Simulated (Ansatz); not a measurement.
# triplet SnH3F at 3 levels

Wanted: a comparison of 3 runs (U-wB97X/def2-TZVP, UBHLYP/def2-TZVP, UMP2/def2-TZVP) of triplet SnH3F. 

The calculation is run with Ansatz 0.2.0.

28 further runs of the same task are left out: 28 set aside as unsound or not needed. Runs told in other sessions of the task aren't counted.

## Step 1: Starting point

The species is SnH3F (5 atoms), meant as a triplet with charge 0. As SMILES of the parent species, `[F][SnH3]`. The coordinates come from a PBE0-D4/def2-TZVP relaxation. That shape belongs to the parent species and isn't relaxed for this state.

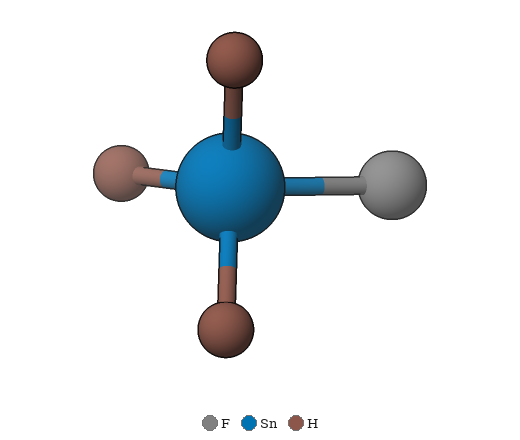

Viewed from a chosen angle; fluorine grey, tin blue, hydrogen brown.

## Step 2: A single-point energy at U-wB97X/def2-TZVP (core potential) (run 1)

File in.yaml:

```yaml
crystal:
  periodic: [false, false, false]
  atoms:
    - {symbol: F, position_ang: [-1.285000, 0.718300, 1.005000]}
    - {symbol: Sn, position_ang: [0.100400, -0.065900, -0.079000]}
    - {symbol: H, position_ang: [-0.528400, -0.054800, -1.659100]}
    - {symbol: H, position_ang: [0.318900, -1.626500, 0.560600]}
    - {symbol: H, position_ang: [1.444100, 0.955200, 0.131000]}
basis:
  gaussian:
    orbitals: def2-TZVP
output: {orbitals: {seedname: orbitals}}
hamiltonian:
  xc: {name: wB97X}
accuracy: high
magnetization:
  spin_polarized: true
  initial_magnetization: 2
```

On the command line:

```
$ ansatz run in.yaml --threads 1 --pin off --max-ram 2610MiB --events-out events.jsonl --progress --plain --runs-dir runs
```

What it wrote:

```text
Warning: RAYON_NUM_THREADS=1 ignored (pool sized by the plan → 1); use --threads N
Functional definition: wB97X
  name "wB97X"
  parameter omega = 0.3/bohr
  parameter cx = 0.157706
  parameter cx1 = 0.726479
  parameter cx2 = 1.04760
  parameter cx3 = -5.70635
  parameter cx4 = 13.2794
  parameter css1 = -4.33879
  parameter css2 = 18.2308
  parameter css3 = -31.7430
  parameter css4 = 17.2901
  parameter cos1 = 2.37031
  parameter cos2 = -11.3995
  parameter cos3 = 6.58405
  parameter cos4 = -3.78132
  exchange = spin_sum(e_x_unif_sr(omega)*poly(b97_u_x, 1 - cx, cx1, cx2, cx3, cx4)) + cx*exact_x_sr(omega)
      + exact_x_lr(omega)
  correlation = spin_sum(e_c_pw_same_spin*poly(b97_u_same, 1, css1, css2, css3, css4))
      + integral(e_c_pw_opposite_spin*poly(b97_u_opposite, 1, cos1, cos2, cos3, cos4))
1858 factors; integrals over basis functions are off by at most 4.0e-9 eV
326 factors; integrals over basis functions are off by at most 1.8e-9 eV
mean field evaluation 1: about -8588.5133 eV, gradient 3.0e1 eV
mean field evaluation 2: about -8578.5239 eV, gradient 6.5e1 eV
mean field evaluation 4: about -8591.9897 eV, gradient 1.5e0 eV
mean field evaluation 8: about -8592.0478 eV, gradient 2.7e-1 eV
mean field evaluation 16: about -8592.0620 eV, gradient 6.6e-2 eV
mean field evaluation 32: about -8592.0652 eV, gradient 7.4e-2 eV
mean field evaluation 64: about -8592.0659 eV, gradient 7.6e-7 eV
mean field evaluation 96: about -8591.9711 eV, gradient 4.9e-1 eV
mean field -8592.06591088 eV, -315.7525983135 hartree, gradient 5.1e-8 eV, S^2 2.013114; 12 other end points of the search recorded, 0 dependent functions left out
reference -8592.06590997 eV, -315.7525982801 hartree; 18, 16 occupied and 81, 83 virtual orbitals, 1858 factors
Total energy: -8592.06590997 eV, -315.7525982801 hartree
```

Run time: 2 min. Hardware: 1 thread of AMD EPYC 9R45 (Zen 5), shared host; peak memory 0.78 GiB.

## Step 3: A single-point energy at UBHLYP/def2-TZVP (core potential) (run 2)

File molecule.yaml:

```yaml
crystal:
  periodic: [false, false, false]
  atoms:
    - {symbol: F, position_ang: [-1.285000, 0.718300, 1.005000]}
    - {symbol: Sn, position_ang: [0.100400, -0.065900, -0.079000]}
    - {symbol: H, position_ang: [-0.528400, -0.054800, -1.659100]}
    - {symbol: H, position_ang: [0.318900, -1.626500, 0.560600]}
    - {symbol: H, position_ang: [1.444100, 0.955200, 0.131000]}
basis:
  gaussian:
    orbitals: def2-TZVP
magnetization:
  spin_polarized: true
  initial_magnetization: 2
accuracy: high
hamiltonian:
  xc: {name: BHLYP}
output:
  orbitals: {seedname: orbitals}
```

On the command line:

```
$ ansatz run molecule.yaml --threads 1 --pin off --max-ram 2610MiB --events-out events.jsonl --progress --plain --runs-dir runs
```

What it wrote:

```text
Warning: RAYON_NUM_THREADS=1 ignored (pool sized by the plan → 1); use --threads N
Functional definition: BHLYP
  name "BHLYP"
  parameter a = 0.5
  exchange = (1 - a)*b88_x + a*exact_x
  correlation = lyp_c
1858 factors; integrals over basis functions are off by at most 4.0e-9 eV
mean field evaluation 1: about -8585.4467 eV, gradient 2.9e1 eV
mean field evaluation 2: about -8571.9817 eV, gradient 6.9e1 eV
mean field evaluation 4: about -8588.4834 eV, gradient 1.8e0 eV
mean field evaluation 8: about -8588.5406 eV, gradient 3.3e-1 eV
mean field evaluation 16: about -8588.5479 eV, gradient 4.4e-2 eV
mean field evaluation 32: about -8588.5487 eV, gradient 1.3e-2 eV
mean field evaluation 64: about -8588.5422 eV, gradient 3.4e-1 eV
mean field evaluation 96: about -8588.4222 eV, gradient 3.4e0 eV
mean field -8588.54914549 eV, -315.6233595689 hartree, gradient 2.5e-8 eV, S^2 2.032122; 12 other end points of the search recorded, 0 dependent functions left out
reference -8588.54917020 eV, -315.6233604771 hartree; 18, 16 occupied and 81, 83 virtual orbitals, 1858 factors
Total energy: -8588.54917020 eV, -315.6233604771 hartree
```

Run time: 24 s. Hardware: 1 thread of AMD EPYC 9R45 (Zen 5), shared host; peak memory 0.41 GiB.

## Step 4: The energy at UMP2/def2-TZVP (core potential) (run 3)

File in.yaml:

```yaml
crystal:
  periodic: [false, false, false]
  atoms:
    - symbol: F
      position_ang: [-1.285000, 0.718300, 1.005000]
    - symbol: Sn
      position_ang: [0.100400, -0.065900, -0.079000]
    - symbol: H
      position_ang: [-0.528400, -0.054800, -1.659100]
    - symbol: H
      position_ang: [0.318900, -1.626500, 0.560600]
    - symbol: H
      position_ang: [1.444100, 0.955200, 0.131000]
basis:
  gaussian:
    orbitals: def2-TZVP
magnetization:
  spin_polarized: true
  initial_magnetization: 2
correlation:
  method: mp2
  frozen_orbitals: {F: 1, H: 0, Sn: 4}
accuracy: high
```

On the command line:

```
$ ansatz run in.yaml --threads 1 --pin off --max-ram 2610MiB --events-out events.jsonl --progress --plain --runs-dir runs
```

What it wrote (excerpt; [...] marks lines left out):

```text
Warning: RAYON_NUM_THREADS=1 ignored (pool sized by the plan → 1); use --threads N
Functional definition: HF
  name "HF"
[...]
1858 factors; integrals over basis functions are off by at most 4.0e-9 eV
[...]
mean field -8553.22879243 eV, -314.3253605350 hartree, gradient 1.9e-11 eV, S^2 2.011462; 19 other end points of the search recorded, 0 dependent functions left out
5 core orbitals not correlated: weight in the atoms' cores, before any rotation towards them, 1.000 or more for the frozen orbitals, at most 0.000 for the correlated occupied ones
reference -8553.22879243 eV, -314.3253605350 hartree; 13, 11 occupied and 81, 83 virtual orbitals, 1858 factors
second order -14.50738586 eV of doubles, -0.00000000 eV of singles
Total energy: -8567.73617829 eV, -314.8584971319 hartree
```

It took 33 s on 1 thread of AMD EPYC 9R45 (Zen 5), shared host; peak memory 0.36 GiB.

## Step 5: Overview of the runs

| run | level | frozen core orbitals | energy (Eh) | HOMO energy (eV) | ⟨S²⟩ | wall time |
| --- | --- | --- | --- | --- | --- | --- |
| 1 | U-wB97X/def2-TZVP (core potential) | – | -315.752598 | -4.74 | 2.013 | 2 min |
| 2 | UBHLYP/def2-TZVP (core potential) | – | -315.623360 | -3.64 | 2.032 | 24 s |
| 3 | UMP2/def2-TZVP (core potential) | 5 | -314.858497 | – | 2.011 | 33 s |

## Step 6: Summary of results

| quantity | value |
| --- | --- |
| run 3: total energy | -314.85850 Eh |
| run 3: correlation energy (5 core orbitals frozen) | -533.1 mEh |
| run 3: ⟨S²⟩ of the reference determinant | 2.011 |

Totals of different functionals can't be ranked against each other. All runs together took 3 min, the longest 2 min.
